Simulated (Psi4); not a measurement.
# GaH3Cl− ([GaClH3]-) at 3 levels

Wanted: a comparison of 3 runs (HF/STO-3G, HF/3-21G, MP2/aug-cc-pVQZ) of GaH3Cl− ([GaClH3]-). 

The calculation is run with Psi4 1.11.

### 1 The structure to begin with

The species is GaH3Cl− (5 atoms), meant as a singlet with charge -1. As SMILES, `[H][Ga-]([H])([H])[Cl]`. Geometry: a GFN2-xTB relaxation, a rough one for these elements and not checked as a minimum.

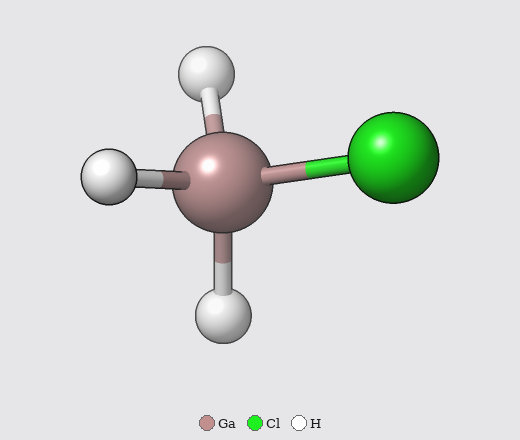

Viewed from a chosen angle; gallium pink, chlorine green, hydrogen white.

### 2 The energy at HF/STO-3G (run 1)

File calc.in:

```
memory 1.6 GB

molecule molecule1 {
  -1 1
  Ga
  Cl 1 R2
  H 1 R3 2 A3
  H 1 R4 3 A4 2 D4
  H 1 R5 3 A5 4 D5

  R2 = 2.090704
  R3 = 1.572335
  A3 = 109.80655
  R4 = 1.573493
  A4 = 109.467
  D4 = 119.7369
  R5 = 1.572216
  A5 = 109.72881
  D5 = 120.07457
  symmetry c1
  no_reorient
  no_com
}

set basis STO-3G
set puream true
set e_convergence 1e-09
set d_convergence 1e-08
set scf_type pk

energy("scf")
```

Run with:

```bash
$ psi4 -i calc.in -o calc.out -n 1
```

calc.out:

```text
[...]
  Running in c1 symmetry.
[...]
  Nuclear repulsion =  174.280740640001284
[...]
  Multiplicity = 1
[...]
  Nalpha       = 26
  Nbeta        = 26
[...]
    Number of basis functions: 30
[...]
   @RHF iter   1: -2356.78135328750886   -2.62974e+00   2.14210e-02 DIIS/ADIIS
[...]
   @RHF iter  11: -2357.19393401853768    9.09495e-13   4.34101e-09 DIIS
[...]
    Orbital Energies [Eh]
    ---------------------
    Doubly Occupied:
       1A   -374.334782     2A   -103.339294     3A    -46.406084
       4A    -41.625190     5A    -41.623799     6A    -41.623716
       7A    -10.040728     8A     -7.483860     9A     -7.479637
      10A     -7.479635    11A     -5.491390    12A     -3.639644
      13A     -3.634362    14A     -3.634334    15A     -0.738183
      16A     -0.325321    17A     -0.179692    18A     -0.179474
      19A     -0.174295    20A     -0.125576    21A     -0.124978
      22A     -0.045517    23A     -0.045381    24A     -0.007513
      25A     -0.007197    26A     -0.002245
[...]
  @RHF Final Energy: -2357.19393401853768
   => Energetics <=
    Nuclear Repulsion Energy =            174.2807406400012837
    One-Electron Energy =               -3663.3656997038351619
    Two-Electron Energy =                1131.8910250452961463
    Total Energy =                      -2357.1939340185381297
[...]
 Multipole Moments:
 ------------------------------------------------------------------------------------
     Multipole            Electronic (a.u.)      Nuclear  (a.u.)        Total (a.u.)
 ------------------------------------------------------------------------------------
 L = 1.  Multiply by 2.5417464519 to convert [e a0] to [Debye]
 Dipole X            :          0.0136761           -0.0087960            0.0048801
 Dipole Y            :          0.0230830           -0.0146080            0.0084751
 Dipole Z            :          0.3114745           -0.2748754            0.0365991
 Magnitude           :                                                    0.0378832
[...]
```

It took 2.9 s on 1 thread of Intel Xeon Platinum 8488C (Sapphire Rapids), shared host; peak memory 0.19 GiB.

### 3 Energy and gradient at HF/3-21G (run 2)

File calc.py:

```python
import psi4

psi4.set_memory('1600 MB')
psi4.set_num_threads(1)
psi4.set_output_file('clgah3.out', False)

molecule = psi4.geometry("""
-1 1
Ga     0.002750    -0.000930    -0.104610
Cl     0.007540    -0.017830     1.986020
H      1.480820     0.011930    -0.640690
H     -0.748550     1.287050    -0.607140
H     -0.742550    -1.280220    -0.633580
symmetry c1
no_reorient
no_com
""")

psi4.set_options({
    'reference': 'rhf',
    'puream': True,
    'e_convergence': 1e-09,
    'd_convergence': 1e-08,
    'scf_type': 'pk',
})

e, wfn = psi4.gradient("hf/3-21G", molecule=molecule, return_wfn=True)
psi4.oeprop(wfn, "WIBERG_LOWDIN_INDICES", "QUADRUPOLE", "DIPOLE", title="HF")
print('gradient / Eh bohr^-1')
print(e.np.round(6))
print(f'energy = {wfn.energy():.10f} Eh')
```

Run with:

```bash
$ python calc.py
```

clgah3.out:

```text
[...]
  Running in c1 symmetry.
[...]
  Nuclear repulsion =  174.280749122135518
[...]
  Multiplicity = 1
[...]
  Nalpha       = 26
  Nbeta        = 26
[...]
    Number of basis functions: 41
[...]
   @RHF iter   1: -2372.36622815650162   -3.79143e+00   1.89473e-02 DIIS/ADIIS
[...]
   @RHF iter   9: -2372.92901656748882   -1.36424e-11   8.40077e-09 DIIS
[...]
    Orbital Energies [Eh]
    ---------------------
    Doubly Occupied:
       1A   -376.200021     2A   -103.867153     3A    -47.732717
       4A    -41.991323     5A    -41.990925     6A    -41.990921
       7A    -10.263312     8A     -7.726870     9A     -7.723506
      10A     -7.723503    11A     -6.125139    12A     -4.202963
      13A     -4.198545    14A     -4.198537    15A     -0.910345
      16A     -0.883566    17A     -0.883526    18A     -0.877704
      19A     -0.877684    20A     -0.845049    21A     -0.410784
      22A     -0.274948    23A     -0.274867    24A     -0.266076
      25A     -0.191318    26A     -0.190579
[...]
  @RHF Final Energy: -2372.92901656748882
   => Energetics <=
    Nuclear Repulsion Energy =            174.2807491221355178
    One-Electron Energy =               -3668.7757674672429857
    Two-Electron Energy =                1121.5660017776185668
    Total Energy =                      -2372.9290165674888158
[...]
  -Total Gradient:
     Atom            X                  Y                   Z
    ------   -----------------  -----------------  -----------------
       1        0.000859142700    -0.001166402714     0.079595788823
       2       -0.000561999430     0.000851846587    -0.088436000890
       3       -0.016326813305     0.000059627308     0.002851930899
       4        0.008060514896    -0.014040208063     0.002871674088
       5        0.007969155140     0.014295136883     0.003116607070
[...]
 Multipole Moments:
 ------------------------------------------------------------------------------------
     Multipole            Electronic (a.u.)      Nuclear  (a.u.)        Total (a.u.)
 ------------------------------------------------------------------------------------
 L = 1.  Multiply by 2.5417464519 to convert [e a0] to [Debye]
 Dipole X            :         -0.3787065            0.3838979            0.0051914
 Dipole Y            :          0.5954305           -0.5918244            0.0036060
 Dipole Z            :        -55.1383925           54.1180146           -1.0203779
 Magnitude           :                                                    1.0203975
 L = 2.  Multiply by 1.3450342976 to convert [e a0^2] to [Debye ang]
 Quadrupole XX       :        -41.2373057           11.8049990          -29.4323068
 Quadrupole XY       :         -0.0110851            0.0089546           -0.0021305
[...]
```

The script printed:

```text
gradient / Eh bohr^-1
[[ 8.5900e-04 -1.1660e-03  7.9596e-02]
 [-5.6200e-04  8.5200e-04 -8.8436e-02]
 [-1.6327e-02  6.0000e-05  2.8520e-03]
 [ 8.0610e-03 -1.4040e-02  2.8720e-03]
 [ 7.9690e-03  1.4295e-02  3.1170e-03]]
energy = -2372.9290165675 Eh
```

It took 3.3 s on 1 thread of Intel Xeon Platinum 8488C (Sapphire Rapids), shared host; peak memory 0.2 GiB.

### 4 A single-point energy at MP2/aug-cc-pVQZ (density fitting, density fitting for correlation) (run 3)

File job.inp:

```
memory 1600 MB

molecule m {
  -1 1
  Ga     0.002750    -0.000930    -0.104610
  Cl     0.007540    -0.017830     1.986020
  H      1.480820     0.011930    -0.640690
  H     -0.748550     1.287050    -0.607140
  H     -0.742550    -1.280220    -0.633580
  symmetry c1
}

set {
  basis aug-cc-pVQZ
  freeze_core true
  mp2_type df
}

e, wfn = energy("mp2", return_wfn=True)
```

Run with:

```bash
$ psi4 job.inp job.out -n 1
```

job.out:

```text
[...]
  Running in c1 symmetry.
[...]
  Nuclear repulsion =  174.280749122135518
[...]
  Multiplicity = 1
[...]
  Nalpha       = 26
  Nbeta        = 26
[...]
    Number of basis functions: 315
[...]
   @DF-RHF iter   1: -2382.74240545572002   -2.23157e+00   8.92089e-03 ADIIS/DIIS
[...]
   @DF-RHF iter  12: -2384.62715690851928   -5.41149e-11   4.06395e-09 DIIS
[...]
    Orbital Energies [Eh]
    ---------------------
    Doubly Occupied:
       1A   -378.576147     2A   -104.608315     3A    -47.929099
       4A    -42.256430     5A    -42.255954     6A    -42.255941
       7A    -10.337512     8A     -7.804425     9A     -7.803444
      10A     -7.803443    11A     -6.160609    12A     -4.255017
      13A     -4.252471    14A     -4.252466    15A     -0.981751
      16A     -0.968423    17A     -0.968420    18A     -0.962236
      19A     -0.962219    20A     -0.863652    21A     -0.416222
      22A     -0.281151    23A     -0.281084    24A     -0.275675
      25A     -0.196473    26A     -0.195746
[...]
  @DF-RHF Final Energy: -2384.62715690851928
   => Energetics <=
    Nuclear Repulsion Energy =            174.2807491221355178
    One-Electron Energy =               -3682.0071474572509942
    Two-Electron Energy =                1123.0992414265961088
    Total Energy =                      -2384.6271569085192823
[...]
 Multipole Moments:
 ------------------------------------------------------------------------------------
     Multipole            Electronic (a.u.)      Nuclear  (a.u.)        Total (a.u.)
 ------------------------------------------------------------------------------------
 L = 1.  Multiply by 2.5417464519 to convert [e a0] to [Debye]
 Dipole X            :          0.0269116           -0.0152881            0.0116234
 Dipole Y            :         -0.0208544            0.0109330           -0.0099214
 Dipole Z            :          0.6455875           -0.2747621            0.3708254
 Magnitude           :                                                    0.3711402
[...]
```

Run time: 21 s. Hardware: 1 thread of Intel Xeon Platinum 8488C (Sapphire Rapids), shared host; peak memory 1.2 GiB.

### 5 Overview of the runs

```tsv
run	level	task	integrals	energy (Eh)	HOMO energy (eV)	LUMO energy (eV)	HOMO–LUMO gap (eV)	wall time
1	HF/STO-3G	energy	pk	-2357.193934	-0.06	17.94	18.01	2.9 s
2	HF/3-21G	gradient	pk	-2372.929017	-5.19	8.16	13.35	3.3 s
3	MP2/aug-cc-pVQZ (density fitting, density fitting for correlation)	energy	df	-2385.132413	-5.33	2.71	8.03	21 s
```

### 6 Outcome

| quantity | value |
| --- | --- |
| run 3: total energy | -2385.13241 Eh |
| run 3: HOMO energy (Hartree–Fock orbitals) | -5.33 eV |
| run 3: LUMO energy (Hartree–Fock orbitals) | 2.71 eV |
| run 3: HOMO–LUMO gap (to an unbound level, set by the basis) | 8.03 eV |
| run 3: correlation energy (14 core orbitals frozen) | -505.3 mEh |

In words: In run 1 the basis is minimal, so the values are rough. All runs together took 28 s, the longest 21 s.
